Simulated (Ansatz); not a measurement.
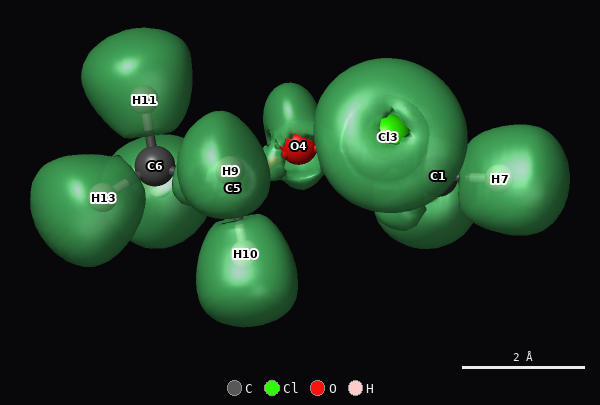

C4H7ClO (SMILES C=C(Cl)OCC). Isosurface of the ELF at 0.8 (green), seen from one side. Core shells and regions of very low density are left out.

The calculation used RKS B3LYP-D4/def2-SVP in Ansatz.

```xyz
13

C     0.5782   -2.5031   -0.2705
C     0.9037   -1.2112   -0.1857
Cl    2.5439   -0.7227    0.2850
O     0.0770   -0.2117   -0.5086
C    -0.1222    0.8500    0.4348
C    -1.1074    1.8276   -0.1674
H     1.3170   -3.2823   -0.0912
H    -0.4414   -2.7718   -0.5510
H     0.8459    1.3328    0.6472
H    -0.5023    0.4220    1.3803
H    -0.7165    2.2396   -1.1100
H    -2.0693    1.3360   -0.3777
H    -1.2861    2.6605    0.5298
```

### Describe the localisation domains.

The ELF exceeds this value in two regions between bonded C–C atoms (shared pairs), one region between bonded C–Cl atoms (shared pairs), seven regions around hydrogen nuclei, one region on O in which the atom's valence shell and bonds are merged and one ring or bowl of non-bonding electrons around Cl. Profiles from the grid: C–C (1.33 Å): the ELF peaks at about 0.90 between the atoms (a short, multiple covalent bond). C–O (1.34 Å): the ELF peaks at about 0.90 between the atoms; a polar covalent bond.
